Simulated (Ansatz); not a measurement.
Input

```
crystal:
  periodic: [false, false, false]
  atoms:
    - {symbol: Al, position_ang: [-1.242001, -0.624887, 0.103276]}
    - {symbol: C, position_ang: [0.619030, 1.036437, 0.093384]}
    - {symbol: C, position_ang: [1.179660, -0.132805, -0.238386]}
    - {symbol: H, position_ang: [-0.967797, -1.744501, -0.999290]}
    - {symbol: H, position_ang: [-2.111939, 0.641908, -0.324585]}
    - {symbol: H, position_ang: [-1.147207, -1.015383, 1.644214]}
    - {symbol: H, position_ang: [0.346370, 1.768654, -0.657047]}
    - {symbol: H, position_ang: [0.453149, 1.310897, 1.130468]}
    - {symbol: H, position_ang: [1.487973, -0.847696, 0.518134]}
    - {symbol: H, position_ang: [1.382760, -0.392623, -1.270267]}
basis:
  gaussian: {orbitals: def2-TZVPP}
hamiltonian: {xc: pbe0, dispersion: d4}
output: {orbitals: {seedname: orbitals}}
```

Launched as:

```sh
ansatz run in.yaml --threads 2 --pin off --events-out ev --progress --plain --max-ram 4352MiB
```

The product side of a reaction path; geometry: PBE0-D4/def2-TZVP.

Method: RKS PBE0-D4/def2-TZVPP (Ansatz).

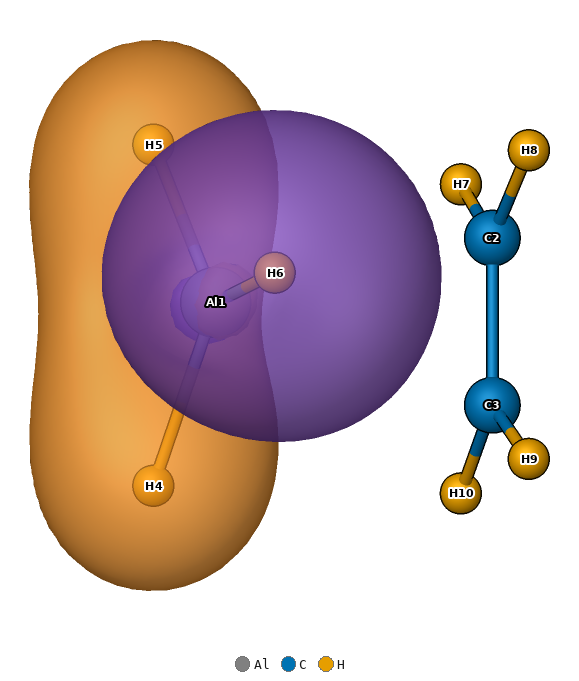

AlH3···C2H4. The HOMO at ±0.1 Å⁻³ᐟ² (orange and purple are the two phases), seen at an oblique angle.

**What is the character of this orbital?**

Its weight (Hirshfeld) is mainly on H6 (about 40 %), Al1 (about 35 %), H5 (about 10 %) and H4 (about 10 %). Its energy is −7.92 eV.
